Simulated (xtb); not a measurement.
## Geometry relaxation, with input and output: C2H3Cl3Mo (part 3 of 3)

The same run, continued: C2H3Cl3Mo (Mo(CMe)Cl3), SMILES C[C]#[Mo]([Cl])([Cl])[Cl]; GFN1-xTB (xtb 6.7.1 later snapshot). 

Geometry of the input (Å):
```
Mo 0.0874  0.0827  -1.5397
C  0.0011  0.0584  0.3589
C  0.0432  0.0595  1.7174
H  0.5296  0.8166  2.0982
H  -0.9873  -0.0925  2.0725
H  0.5277  -0.8497  2.1082
Cl 2.1302  0.0227  -2.1732
Cl -1.0577  1.8803  -2.1893
Cl -1.0793  -1.8241  -2.2417
```

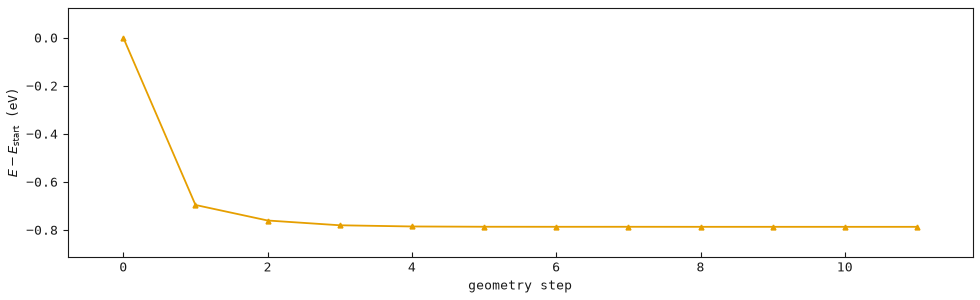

Fig. 1: Progress of the relaxation, step by step (steps are counted from 0).

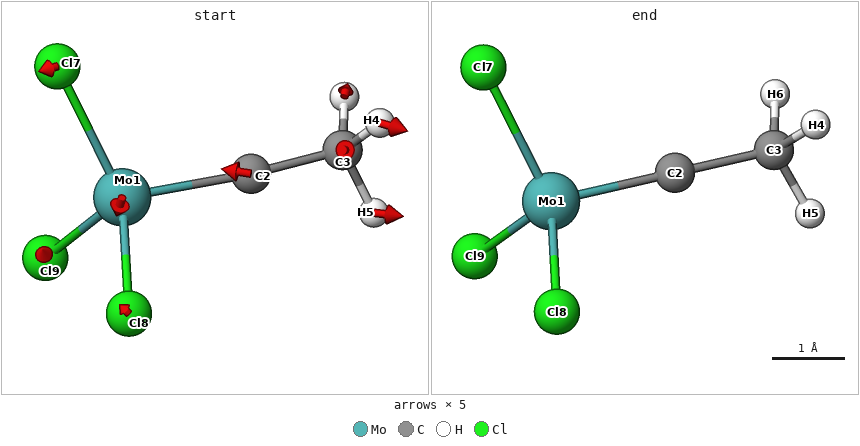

Fig. 2: Before (left) and after (right) the relaxation, at one scale (ball-and-stick view, seen at a tilt). The red arrows give the displacements, magnified 5 times. The energy falls by 0.787 eV in 11 geometry steps. The atom that moves furthest after the best rigid fit is H4 (0.095 Å). By element the largest moves are H 0.095 Å, C 0.088 Å, Mo 0.080 Å, Cl 0.065 Å. Among the contacts that change: Mo1–Cl9 2.343 → 2.217 Å, C3–H4 0.977 → 1.095 Å, C2–C3 1.359 → 1.469 Å, Mo1–Cl7 2.140 → 2.217 Å. Among the angles that change: H4–C3–H5 116.6° → 108.0°, H5–C3–H6 100.6° → 108.0°, Mo1–C2–C3 175.6° → 180.0°. (Atoms are counted from 1 in the order of the input.)

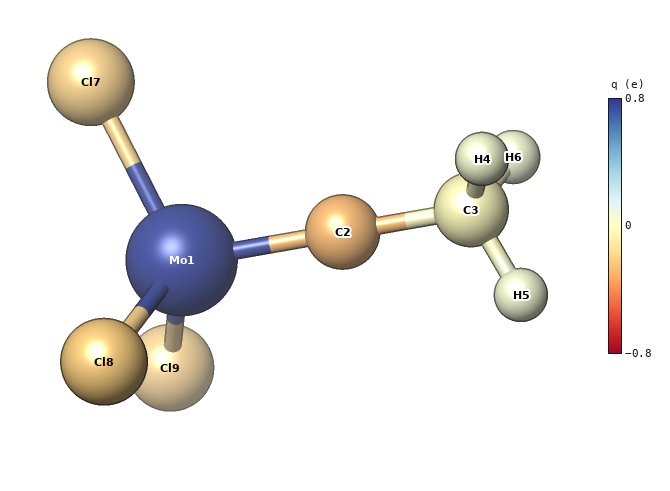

Fig. 3: Mulliken charges, as the colour of each atom (ball-and-stick view, seen at a tilt; atoms are numbered from 1 in the order of the input). By element: Mo +0.76, C −0.29 to −0.02, H +0.05 and Cl −0.20 e.

### Key numbers

- outcome: converged
- electrons treated: 38
- total energy: −20.756368 hartree
- dispersion energy: −0.005201 hartree
- basis functions: 54
- HOMO: −11.36 eV
- LUMO: −8.99 eV
- dipole moment: 1.58 D
- peak memory: 0.074 GiB

Settings chosen away from the usual ones: method = gfn1-xtb; task = optimise; x = {"opt_engine": "lbfgs"}; opt_level = tight; partner = base.
